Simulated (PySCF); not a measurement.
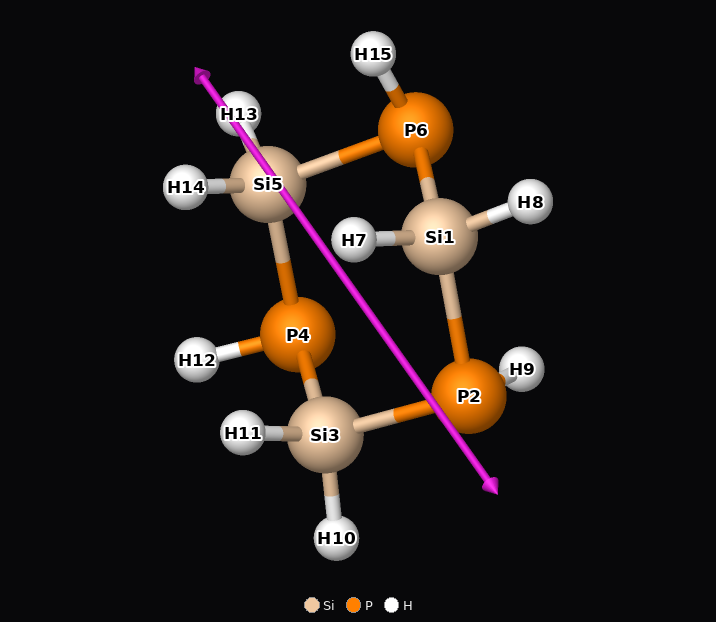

The double arrow shows the direction of the transition dipole to excited singlet state 5 (its length means nothing). Computed geometry: GFN2-xTB optimisation. No frequency run is at hand to confirm it as a minimum. Level of theory: TDDFT CAM-B3LYP/def2-SVPD, vertical, gas phase, core orbitals frozen in the response (PySCF 2.14.0).

### How is the transition polarised?

Close to the long direction P2···Si5.

### Give its energy, strength and character.

6.16 eV (201 nm), oscillator strength 0.054, mainly HOMO → LUMO+3 (weight 0.76); transition dipole 1.52 D.

The geometry is semi-empirical. Around P, Si such bond lengths and angles can be off by a tenth of an ångström or more and by several degrees, and values that hang on the shape move with them.
